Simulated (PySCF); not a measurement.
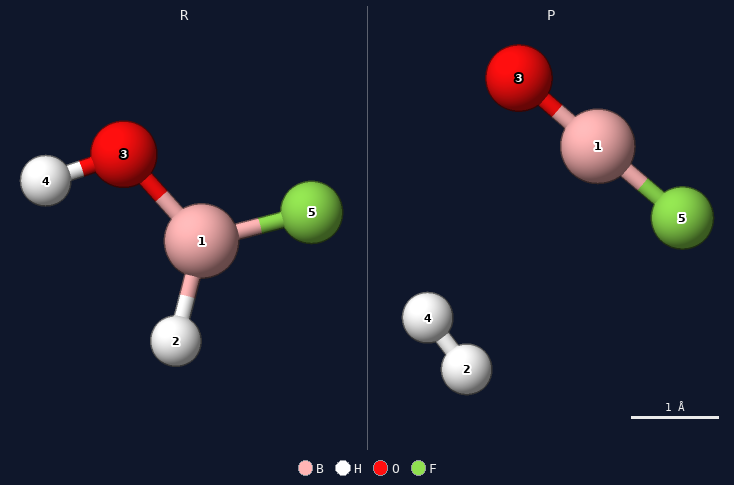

Reactant (R) and product (P) of one elementary step of BH$_{2}$OF. Style: ball-and-stick. Shown face on.

Stationary points at PBE0-D4/def2-TZVP, single-point energies with CCSD(T)/CBS, BHLYP-D4, PBE-D4 (def2-TZVPP where no basis is named; PySCF 2.14.0). The energies are electronic, without zero-point or thermal terms, and both ends are the minima reached downhill from the saddle, with any fragments still in contact. CCSD(T)/CBS stands for a frozen-core estimate: MP2 correlation extrapolated from def2-TZVPP and def2-QZVPP, CCSD(T) minus MP2 from the smaller set.

What is the transition state like, and how high is the barrier?

Counted by bonded pieces, R holds BH₂OF and P holds BOF + H₂. From R over the saddle to P, a bond forms: H2–H4 (2.39 → 0.98 → 0.75 Å). Bonds break: B1–H2 (1.20 → 1.43 → 3.01 Å), O3–H4 (0.96 → 1.41 → 2.98 Å). The saddle has one imaginary mode, 1484i cm⁻¹. With CCSD(T)/CBS the barrier is 65.5 kcal/mol from R and 33.8 kcal/mol from P, and P lies 31.8 kcal/mol above R.

| level | barrier from R (kcal/mol) | barrier from P (kcal/mol) | P less R (kcal/mol) |
| --- | --- | --- | --- |
| CCSD(T)/CBS | 65.5 | 33.8 | 31.8 |
| BHLYP-D4 | 70.9 | 35.7 | 35.2 |
| PBE-D4 | 56.1 | 26.1 | 30.0 |

Against CCSD(T)/CBS, BHLYP-D4 comes closest on the barrier from R (+5.3 kcal/mol) and PBE-D4 misses most (−9.4 kcal/mol).

The saddle point in the same view, with dashed sticks for the bonds that form or break:

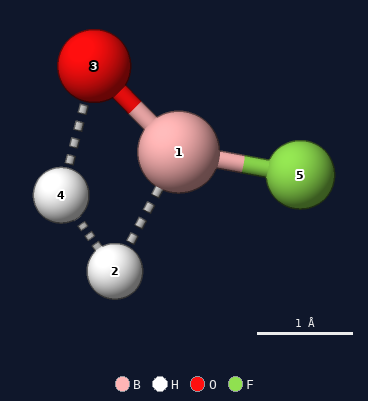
